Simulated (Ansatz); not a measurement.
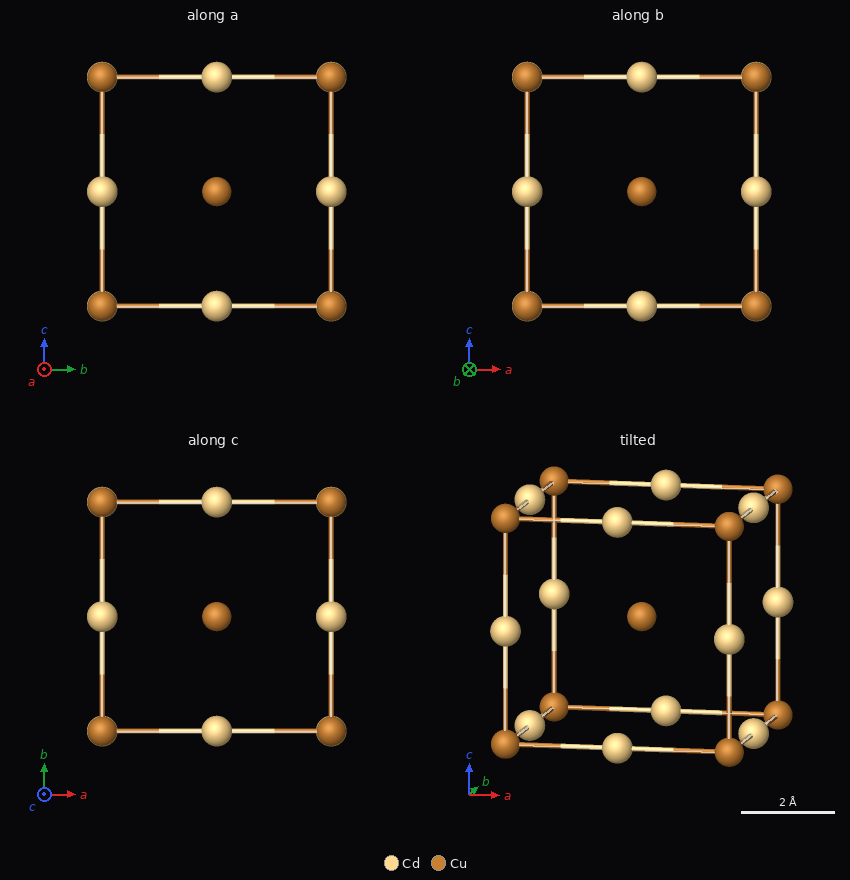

A ball-and-stick rendering, viewed along the a axis, along the b axis, along the c axis and slightly off an axis. Atoms at the boundary of the conventional unit cell (the box) are drawn once for each face, edge or corner they touch.

Lattice parameters: a = 4.935 Å, b = 4.935 Å, c = 4.935 Å, α = 90.00°, β = 90.00°, γ = 90.00°.

Put the structure into a table of Wyckoff sites.

Answer. Space group Pm-3m (No. 221).
```json
{"atom": "Cd", "site": "3d", "x": "0.5000", "y": "0.0000", "z": "0.0000"}
{"atom": "Cu", "site": "1a", "x": "0.0000", "y": "0.0000", "z": "0.0000"}
{"atom": "Cu", "site": "1b", "x": "0.5000", "y": "0.5000", "z": "0.5000"}
```

The structure comes from a random cell made by a generator, so it need not be a real form of the compound. It is drawn as it came out of a relaxation with Ansatz 0.2.0, DFT PBE, scalar-relativistic, plane waves, PAW.
